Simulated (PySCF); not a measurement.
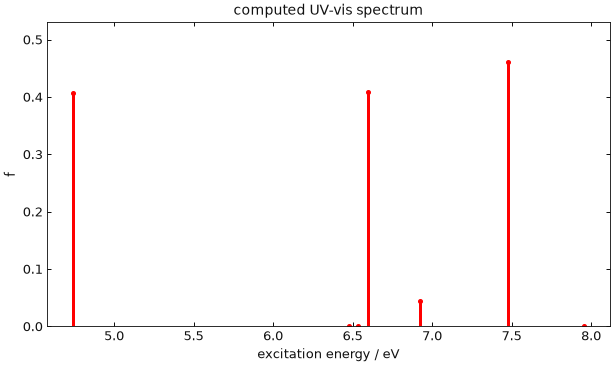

Computed absorption of AlCl (aluminum monochloride), singlet. Vertical TDDFT excitations, ωB97X-D/def2-SVPD with PySCF, at a PBE0-D3(BJ)/def2-SVP geometry (no frequency check), gas phase. Only the first 10 singlet excitations are included. States within 0.01 eV of each other are merged, with their strengths summed. The highest state may be half of a pair whose partner wasn't computed.

Which of the computed transitions is the brightest, and what character does the calculation give it?

Answer. S8 at 7.48 eV (166 nm), f = 0.461, mixed, the largest part being HOMO−2 → LUMO+1 (28 %).

List the transitions behind the spectrum.

Answer.
```
 state  E (eV)  λ (nm)      f          main character
 S1/S2    4.74     262  0.408      HOMO → LUMO/LUMO+1
    S3    6.48     191  0.000  HOMO−1 → LUMO+1 (37 %)
 S4/S5    6.53     190  0.000    HOMO−2 → LUMO/LUMO+1
    S6    6.59     188  0.408    HOMO → LUMO+3 (83 %)
    S7    6.92     179  0.045    HOMO → LUMO+2 (92 %)
    S8    7.48     166  0.461  HOMO−2 → LUMO+1 (28 %)
S9/S10    7.96     156  0.000    HOMO → LUMO+4/LUMO+5
```

Note: core orbitals are frozen in the response.
